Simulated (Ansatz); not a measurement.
A hypothetical phase is included: elements placed on a structure type, which no database files for this compound.

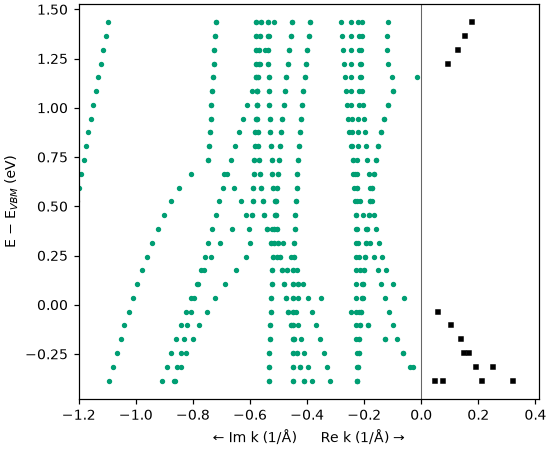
*Complex bands at the centre of the two-dimensional zone; r2SCAN (Ansatz, an electronic-structure program)*

The gap is the functional's own, uncorrected, and κ follows it; spin-orbit coupling is left out. Mid-gap means the computed energy nearest the middle.

Task: This is SiC (P6_422, 6 atoms a cell, 9.5 Å³ an atom, 3 GPa at this level) along the normal of (110). Read off the slowest decay at the centre of the two-dimensional zone at 0.59 eV, the computed energy nearest the middle of the gap.

Result: κ ≈ 0.17 1/Å, a decay length 1/(2κ) of the density of 2.9 Å.
